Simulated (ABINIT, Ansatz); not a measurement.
# CsGeCl3 (R3m): G0W0 on several meshes in ABINIT

How does the mesh move the gap of CsGeCl3 (R3m)?

Program: ABINIT 10.8.3. Level of theory: LDA and many-body steps on it, plane waves. Results are calculated unless marked as measured.

## 1. Starting point

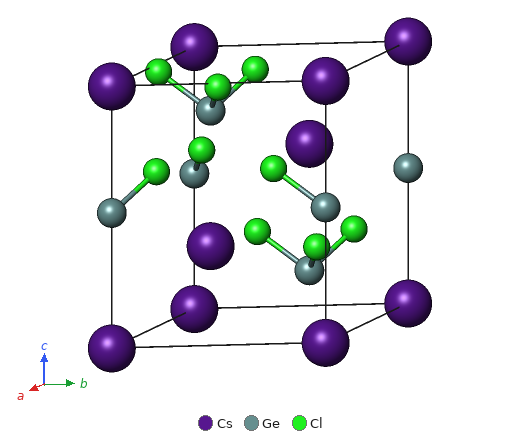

The starting structure, seen slightly off an axis (caesium purple, germanium teal, chlorine green). This picture shows the conventional cell, with its axes. Bonds to atoms that aren't drawn are left out. Some periodic images of atoms are drawn too.

The cell and positions are those that the Materials Project relaxed with its own functionals (PBE, PBE+U or r2SCAN), kept fixed. Spin-orbit coupling is left out unless a step names it.

## 2. Empty states on the mesh, 2×2×2 mesh, 562 bands

This step: ABINIT 10.8.3; DFT, LDA, plane waves, norm-conserving pseudopotentials.

The sums over transitions need many empty states on a uniform mesh; this step solves for them.

File run.abi:

```
acell 3*1.0 Angstrom
rprim 
  3.846816390705 2.220960478697 3.178300533600
  -3.846816390705 2.220960478697 3.178300533600
  0.000000000000 -4.441920957394 3.178300533600
ntypat 3
znucl 55 32 17
natom 5
typat 1 2 3 3 3
xred 
  0.998403350000 0.998403350000 0.998403350000
  0.515533150000 0.515533150000 0.515533150000
  0.496712670000 0.496712670000 0.948638170000
  0.496712670000 0.948638170000 0.496712670000
  0.948638170000 0.496712670000 0.496712670000
pp_dirpath "pseudos"
pseudos "Cs.upf, Ge.upf, Cl.upf"
ecut 56
ngkpt 2 2 2
nshiftk 1
shiftk 0 0 0
kptopt 1
chksymbreak 0
iscf -2
irdden 1
istwfk *1
nband 562
nbdbuf 50
tolwfr 1e-09
nstep 60
prtvol 0
indata_prefix "in"
outdata_prefix "out"
tmpdata_prefix "tmp"
```

Command:

```bash
$ OMP_NUM_THREADS=4 mpirun -n 4 abinit run.abi > log
```

Numbers of over 12 decimals in the logs are rounded to 6 here.

Output:

```text
.Version 10.8.3 of ABINIT. v10.8.2 released Aug 2026.

 Symmetries : space group R3 m (#160); Bravais hR (rhombohedral)
[... echo of the input left out ...]
== DATASET  1 ==================================================================
-   mpi_nproc: 4, omp_nthreads: 4 (-1 if OMP is not activated)

--- !DatasetInfo
iteration_state: {dtset: 1, }
dimensions: {natom: 5, nkpt: 4, mband: 562, nsppol: 1, nspinor: 1, nspden: 1, mpw: 22041, }
cutoff_energies: {ecut:  56.0, pawecutdg:  -1.0, }
[...]
4.49210    4.49400    4.50250    4.50384    4.51159    4.51190    4.51634    4.51715
   4.53220    4.54123    4.54288    4.54598    4.54642    4.55123    4.55259    4.55811
   4.56975    4.59421
 prteigrs : prtvol=0 or 1, do not print more k-points.

== END DATASET(S) ==============================================================
================================================================================

 -outvars: echo values of variables after computation  --------
            nband         562
             nkpt           4
          spgroup         160
 [... the other variables as echoed above ...]

 Calculation completed.
```

Elapsed: 8 min, on 4 MPI ranks of Arm Neoverse V1, shared host; peak memory 1.6 GiB; 83 min of CPU time.

This step gave:

| Property | Result |
| --- | --- |
| gap | 1.977 eV |
| k of the valence top | 0.5, 0.5, 0.5 |
| k of the conduction bottom | 0.5, 0.5, 0.5 |
| least direct gap | 1.977 eV |
| k points computed | 4 |
| lowest point of the top converged band, above the valence top | 111.7640 eV |

On this mesh the gap is 1.977 eV.

The density comes from a self-consistent run that is not shown.

## 3. Screening, 2×2×2 mesh, 224 bands, screening to 141.5 eV

The RPA dielectric matrix is built and inverted for each q.

This step: RPA screening on LDA, plane waves, norm-conserving pseudopotentials.

Changes to run.abi since step 2:

```diff
@@ -23,10 +23,11 @@
 chksymbreak 0
-iscf -2
-irdden 1
 istwfk *1
-nband 562
-nbdbuf 50
-tolwfr 1e-09
-nstep 60
-prtvol 0
+occopt 1
+irdwfk 1
+optdriver 3
+nband 224
+ecuteps 5.2
+inclvkb 2
+awtr 1
+symchi 1
 indata_prefix "in"
```

Command:

```bash
$ OMP_NUM_THREADS=1 mpirun -n 16 abinit run.abi > log
```

Output:

```text
.Version 10.8.3 of ABINIT. v10.8.2 released Aug 2026.

 Symmetries : space group R3 m (#160); Bravais hR (rhombohedral)
[... echo of the input left out ...]
== DATASET  1 ==================================================================
-   mpi_nproc: 16, omp_nthreads: 1 (-1 if OMP is not activated)

--- !DatasetInfo
iteration_state: {dtset: 1, }
dimensions: {natom: 5, nkpt: 4, mband: 224, nsppol: 1, nspinor: 1, nspden: 1, mpw: 22041, }
cutoff_energies: {ecut:  56.0, pawecutdg:  -1.0, }
electrons: {nelect:   5.20000000E+01, charge:   0.00000000E+00, occopt:   1.00000000E+00, tsmear:   1.00000000E-02, }

 SCREENING: Calculation of the susceptibility and dielectric matrices

 Based on a program developped by R.W. Godby, V. Olevano, G. Onida, and L. Reining.
 Incorporated in ABINIT by V. Olevano, G.-M. Rignanese, and M. Torrent.
.Using double precision arithmetic ; gwpc =  8

[... cell and pseudopotentials left out ...]
--------------------------------------------------------------------------------

 ==== K-mesh for the wavefunctions ====
 Number of points in the irreducible wedge :     4
[... list of points left out ...]
 Together with  6 symmetry operations and time-reversal symmetry
 yields     8 points in the full Brillouin Zone.

 ==== Q-mesh for the screening function ====
 Number of points in the irreducible wedge :     4
[... list of points left out ...]
 Together with  6 symmetry operations and time-reversal symmetry
 yields     8 points in the full Brillouin Zone.

 setmesh: FFT mesh size selected  =    45x   45x   45
          total number of points  =        91125

 vcoul_init : cutoff-mode = AUXILIARY_FUNCTION
 q-points for optical limit:   1
     1)      0.000010    0.000020    0.000030

- screening: taking advantage of time-reversal symmetry
- Maximum band index for partially occupied states nbvw = 26
- Remaining bands to be divided among processors   nbcw = 198
- Number of bands treated by each node ~12

 Number of electrons calculated from density =   52.0000; Expected =   52.0000
 average of density, n =  0.047295
 r_s =    1.7154
 omega_plasma =   20.9780 [eV]

 calculating chi0 at frequencies [eV] :
  1    0.000000E+00    0.000000E+00
  2    0.000000E+00    2.097803E+01

--------------------------------------------------------------------------------
  q-point number  1        q = ( 0.000000, 0.000000, 0.000000) [r.l.u.]
--------------------------------------------------------------------------------
[... chi0 elements left out ...]
 For q-point:  0.000010 0.000020 0.000030
  dielectric constant =   5.9632
  dielectric constant without local fields =   7.2328

  Average fulfillment of the sum rule on Im[epsilon] for q-point    1 :     55.78  [%]
[... wings left out ...]
  q-point number  2        q = ( 0.500000, 0.000000, 0.000000) [r.l.u.]
--------------------------------------------------------------------------------
[... chi0 elements left out ...]
  Average fulfillment of the sum rule on Im[epsilon] for q-point    2 :     59.09  [%]

 [... 2 further q-points ...]
```

Elapsed: 55 s, on 16 MPI ranks; peak memory 9.1 GiB; 15 min of CPU time.

This step gave:

| Property | Result |
| --- | --- |
| ε∞ with local fields, on this mesh, along the program's q direction | 5.963 |
| the same without local fields | 7.233 |
| plasma frequency | 20.98 eV |
| plane waves in the screening matrix | 619 |

Local fields lower ε∞ by 18 %. On a Γ-centred mesh this coarse the value itself is usually too large, while a short band sum pulls it down.

## 4. 2×2×2

The self-energy is evaluated for the states that the input lists, and the levels follow from it, in one-shot runs by the linearised quasiparticle equation.

This step: G0W0 on LDA, plane waves, norm-conserving pseudopotentials.

Changes to run.abi since step 3:

```diff
@@ -26,8 +26,17 @@
 irdwfk 1
-optdriver 3
+optdriver 4
 nband 224
+gwcalctyp 0
+ecutsigx 56
+symsigma 1
+nkptgw 2
+kptgw 
+  0.5000000000 0.5000000000 0.5000000000
+  0.0000000000 0.0000000000 0.0000000000
+bdgw 
+  25 28
+  24 29
 ecuteps 5.2
-inclvkb 2
-awtr 1
-symchi 1
+irdscr 1
+ppmodel 1
 indata_prefix "in"
```

Output:

```text
.Version 10.8.3 of ABINIT. v10.8.2 released Aug 2026.

 Symmetries : space group R3 m (#160); Bravais hR (rhombohedral)
[... echo of the input left out ...]
== DATASET  1 ==================================================================
-   mpi_nproc: 16, omp_nthreads: 1 (-1 if OMP is not activated)

--- !DatasetInfo
iteration_state: {dtset: 1, }
dimensions: {natom: 5, nkpt: 4, mband: 224, nsppol: 1, nspinor: 1, nspden: 1, mpw: 22041, }
cutoff_energies: {ecut:  56.0, pawecutdg:  -1.0, }
electrons: {nelect:   5.20000000E+01, charge:   0.00000000E+00, occopt:   1.00000000E+00, tsmear:   1.00000000E-02, }

 SIGMA: Calculation of the GW corrections

 Based on a program developped by R.W. Godby, V. Olevano, G. Onida, and L. Reining.
 Incorporated in ABINIT by V. Olevano, G.-M. Rignanese, and M. Torrent.
.Using double precision arithmetic ; gwpc =  8

[... cell and pseudopotentials left out ...]
--------------------------------------------------------------------------------

 ==== K-mesh for the wavefunctions ====
 Number of points in the irreducible wedge :     4
[... list of points left out ...]
 Together with  6 symmetry operations and time-reversal symmetry
 yields     8 points in the full Brillouin Zone.

 ==== Q-mesh for screening function ====
 Number of points in the irreducible wedge :     4
[... list of points left out ...]
 Together with  6 symmetry operations and time-reversal symmetry
 yields     8 points in the full Brillouin Zone.

 vcoul_init : cutoff-mode = AUXILIARY_FUNCTION
 q-points for optical limit:   1
     1)      0.000010    0.000020    0.000030
 setmesh: FFT mesh size selected  =    72x   72x   72
          total number of points  =       373248

 Number of electrons calculated from density =   52.0000; Expected =   52.0000
 average of density, n =  0.047295
 r_s =    1.7154
 omega_plasma =   20.9780 [eV]

 === KS Band Gaps ===
  >>>> For spin  1
   Minimum direct gap =   1.9771 [eV], located at k-point      :   0.5000  0.5000  0.5000
   Fundamental gap    =   1.9771 [eV], Top of valence bands at :   0.5000  0.5000  0.5000
                                       Bottom of conduction at :   0.5000  0.5000  0.5000
 SIGMA fundamental parameters:
 PLASMON POLE MODEL  1
 number of plane-waves for SigmaX                22041
 number of plane-waves for SigmaC and W            619
 number of plane-waves for wavefunctions         22041
 number of bands                                   224
 number of independent spin polarizations            1
 number of spinorial components                      1
 number of k-points in IBZ                           4
 number of q-points in IBZ                           4
 number of symmetry operations                       6
 number of k-points in BZ                            8
 number of q-points in BZ                            8
 number of frequencies for dSigma/dE                 9
 frequency step for dSigma/dE [eV]                0.25
 number of omega for Sigma on real axis              0
 max omega for Sigma on real axis  [eV]           0.00
 zcut for avoiding poles [eV]                     0.10

 EPSILON^-1 parameters (SCR file):
 dimension of the eps^-1 matrix on file            619
 dimension of the eps^-1 matrix used               619
 number of plane-waves for wavefunctions         22041
 number of bands                                   224
 number of q-points in IBZ                           4
 number of frequencies                               2
 number of real frequencies                          1
 number of imag frequencies                          1

 matrix elements of self-energy operator (all in [eV])

 Perturbative Calculation

--- !SelfEnergy_ee
iteration_state: {dtset: 1, }
kpoint     : [   0.500,    0.500,    0.500, ]
spin       : 1
KS_gap     :    1.977
QP_gap     :    3.640
Delta_QP_KS:    1.663
data: !SigmaeeData |
     Band     E0 <VxcDFT>   SigX SigC(E0)      Z dSigC/dE  Sig(E)    E-E0       E
       25  -0.190 -14.219 -18.514   2.877   0.771  -0.298 -15.312  -1.093  -1.283
       26   1.959 -14.764 -16.833   1.393   0.787  -0.271 -15.296  -0.532   1.427
       27   3.936 -11.282  -6.604  -3.277   0.807  -0.238 -10.151   1.131   5.067
       28   3.936 -11.282  -6.604  -3.277   0.807  -0.238 -10.151   1.131   5.067

--- !SelfEnergy_ee
iteration_state: {dtset: 1, }
kpoint     : [   0.000,    0.000,    0.000, ]
spin       : 1
KS_gap     :    5.520
QP_gap     :    7.284
Delta_QP_KS:    1.764
data: !SigmaeeData |
     Band     E0 <VxcDFT>   SigX SigC(E0)      Z dSigC/dE  Sig(E)    E-E0       E
       24  -0.526 -14.055 -18.275   2.838   0.771  -0.297 -15.121  -1.066  -1.592
       25  -0.526 -14.055 -18.275   2.838   0.771  -0.297 -15.121  -1.066  -1.592
       26  -0.340 -13.977 -17.781   2.547   0.773  -0.293 -14.949  -0.972  -1.312
       27   5.180  -7.348  -3.022  -3.381   0.839  -0.192  -6.556   0.792   5.972
       28   6.059  -7.267  -2.987  -3.276   0.840  -0.190  -6.424   0.844   6.902
       29   6.059  -7.267  -2.987  -3.276   0.840  -0.190  -6.424   0.844   6.902

== END DATASET(S) ==============================================================
================================================================================

 -outvars: echo values of variables after computation  --------
           etotal      0.0000000000E+00
            nband         224
             nkpt           4
          spgroup         160
 [... the other variables as echoed above ...]

 Calculation completed.
```

It took 17 s on 16 MPI ranks; peak memory 6.1 GiB.

Numbers from this step:

- G0W0 gap on the points computed: 3.64 eV
- starting gap on the mesh: 1.977 eV
- k of the valence top: 0.5, 0.5, 0.5
- k of the conduction bottom: 0.5, 0.5, 0.5
- Z at the valence top: 0.787
- Z at the conduction bottom: 0.807
- least direct G0W0 gap on the computed points: 3.64 eV

The gap on the mesh goes from 1.98 eV to 3.64 eV, a correction of +1.66 eV.

## 5. Empty states on the mesh, 4×4×4 mesh, 246 bands

This step: DFT, LDA, plane waves, norm-conserving pseudopotentials.

Changes to run.abi since step 4:

```diff
@@ -18,3 +18,3 @@
 ecut 56
-ngkpt 2 2 2
+ngkpt 4 4 4
 nshiftk 1
@@ -23,20 +23,10 @@
 chksymbreak 0
+iscf -2
+irdden 1
 istwfk *1
-occopt 1
-irdwfk 1
-optdriver 4
-nband 224
-gwcalctyp 0
-ecutsigx 56
-symsigma 1
-nkptgw 2
-kptgw 
-  0.5000000000 0.5000000000 0.5000000000
-  0.0000000000 0.0000000000 0.0000000000
-bdgw 
-  25 28
-  24 29
-ecuteps 5.2
-irdscr 1
-ppmodel 1
+nband 246
+nbdbuf 22
+tolwfr 1e-09
+nstep 60
+prtvol 0
 indata_prefix "in"
```

Command:

```bash
$ OMP_NUM_THREADS=1 mpirun -n 13 abinit run.abi > log
```

Output:

```text
.Version 10.8.3 of ABINIT. v10.8.2 released Aug 2026.

 Symmetries : space group R3 m (#160); Bravais hR (rhombohedral)
[... echo of the input left out ...]
== DATASET  1 ==================================================================
-   mpi_nproc: 13, omp_nthreads: 1 (-1 if OMP is not activated)

--- !DatasetInfo
iteration_state: {dtset: 1, }
dimensions: {natom: 5, nkpt: 13, mband: 246, nsppol: 1, nspinor: 1, nspden: 1, mpw: 22041, }
cutoff_energies: {ecut:  56.0, pawecutdg:  -1.0, }
[...]
2.28660    2.28837    2.29893    2.29893    2.30898    2.30898    2.34075    2.34075
   2.35030    2.35449    2.35575    2.35575    2.36495    2.37092    2.37103    2.37196
   2.37269    2.37855    2.37883    2.38991    2.39236    2.39800
 prteigrs : prtvol=0 or 1, do not print more k-points.

== END DATASET(S) ==============================================================
================================================================================

 -outvars: echo values of variables after computation  --------
            nband         246
             nkpt          13
          spgroup         160
 [... the other variables as echoed above ...]

 Calculation completed.
```

The job ended after 6 min (13 MPI ranks; peak memory 2.6 GiB; 78 min of CPU time).

This step gave:

```yaml
gap: 1.977 eV
k_of_the_valence_top: 0.5, 0.5, 0.5
k_of_the_conduction_bottom: 0.5, 0.5, 0.5
least_direct_gap: 1.977 eV
k_points_computed: 13
lowest_point_of_the_top_converged_band_above_the_valence_top: 58.5170 eV
```

On this mesh the gap is 1.977 eV.

## 6. Screening, 4×4×4 mesh, 224 bands, screening to 141.5 eV

This step: RPA screening on LDA, plane waves, norm-conserving pseudopotentials.

Changes to run.abi since step 5:

```diff
@@ -23,10 +23,11 @@
 chksymbreak 0
-iscf -2
-irdden 1
 istwfk *1
-nband 246
-nbdbuf 22
-tolwfr 1e-09
-nstep 60
-prtvol 0
+occopt 1
+irdwfk 1
+optdriver 3
+nband 224
+ecuteps 5.2
+inclvkb 2
+awtr 1
+symchi 1
 indata_prefix "in"
```

Command:

```bash
$ OMP_NUM_THREADS=1 mpirun -n 16 abinit run.abi > log
```

Output:

```text
.Version 10.8.3 of ABINIT. v10.8.2 released Aug 2026.

 Symmetries : space group R3 m (#160); Bravais hR (rhombohedral)
[... echo of the input left out ...]
== DATASET  1 ==================================================================
-   mpi_nproc: 16, omp_nthreads: 1 (-1 if OMP is not activated)

--- !DatasetInfo
iteration_state: {dtset: 1, }
dimensions: {natom: 5, nkpt: 13, mband: 224, nsppol: 1, nspinor: 1, nspden: 1, mpw: 22041, }
cutoff_energies: {ecut:  56.0, pawecutdg:  -1.0, }
electrons: {nelect:   5.20000000E+01, charge:   0.00000000E+00, occopt:   1.00000000E+00, tsmear:   1.00000000E-02, }

 SCREENING: Calculation of the susceptibility and dielectric matrices

 Based on a program developped by R.W. Godby, V. Olevano, G. Onida, and L. Reining.
 Incorporated in ABINIT by V. Olevano, G.-M. Rignanese, and M. Torrent.
.Using double precision arithmetic ; gwpc =  8

[... cell and pseudopotentials left out ...]
--------------------------------------------------------------------------------

 ==== K-mesh for the wavefunctions ====
 Number of points in the irreducible wedge :    13
[... list of points left out ...]
 Together with  6 symmetry operations and time-reversal symmetry
 yields    64 points in the full Brillouin Zone.

 ==== Q-mesh for the screening function ====
 Number of points in the irreducible wedge :    13
[... list of points left out ...]
 Together with  6 symmetry operations and time-reversal symmetry
 yields    64 points in the full Brillouin Zone.

 setmesh: FFT mesh size selected  =    45x   45x   45
          total number of points  =        91125

 vcoul_init : cutoff-mode = AUXILIARY_FUNCTION
 q-points for optical limit:   1
     1)      0.000010    0.000020    0.000030

- screening: taking advantage of time-reversal symmetry
- Maximum band index for partially occupied states nbvw = 26
- Remaining bands to be divided among processors   nbcw = 198
- Number of bands treated by each node ~12

 Number of electrons calculated from density =   52.0000; Expected =   52.0000
 average of density, n =  0.047295
 r_s =    1.7154
 omega_plasma =   20.9780 [eV]

 calculating chi0 at frequencies [eV] :
  1    0.000000E+00    0.000000E+00
  2    0.000000E+00    2.097803E+01

--------------------------------------------------------------------------------
  q-point number  1        q = ( 0.000000, 0.000000, 0.000000) [r.l.u.]
--------------------------------------------------------------------------------
[... chi0 elements left out ...]
 For q-point:  0.000010 0.000020 0.000030
  dielectric constant =   3.9638
  dielectric constant without local fields =   4.7402

  Average fulfillment of the sum rule on Im[epsilon] for q-point    1 :     55.82  [%]
[... wings left out ...]
  q-point number  2        q = ( 0.250000, 0.000000, 0.000000) [r.l.u.]
--------------------------------------------------------------------------------
[... chi0 elements left out ...]
  Average fulfillment of the sum rule on Im[epsilon] for q-point    2 :     61.83  [%]

 [... 11 further q-points ...]
```

It took 11 min on 16 MPI ranks; peak memory 19 GiB; 2.9 h of CPU time.

This step gave:

```yaml
eps_infinity_with_local_fields_on_this_mesh_along_the_program_s_q_direction: 3.964
the_same_without_local_fields: 4.740
plasma_frequency: 20.98 eV
plane_waves_in_the_screening_matrix: 619
```

(Continued in part 2 of 2.)

[Paths, hosts, dates, memory and timing lines, banners, echoed tables and standing remarks are left out of the program output.]

[Logs are printed without paths, hosts, clocks, repeated set-up lines and the standing remarks that a program may print on its own settings, such as how far it seeks lower states.]

[Runs of the session that timed out or met a known fault of the program may be left out.]

[Hosts, paths, dates, database ids (printed as entryN), source tags and the programs' standing remarks are cut or masked in the printed files.]

[G0W0 gaps are taken among the corrected bands and points alone; a level outside them can change the order at an edge.]

[Where Ansatz stands beside ABINIT at settings called matched, ABINIT's density can come from a denser mesh and the files from another edition; pairs whose starting gaps differed by over 0.03 eV were left out, so agreement reads better than it is.]
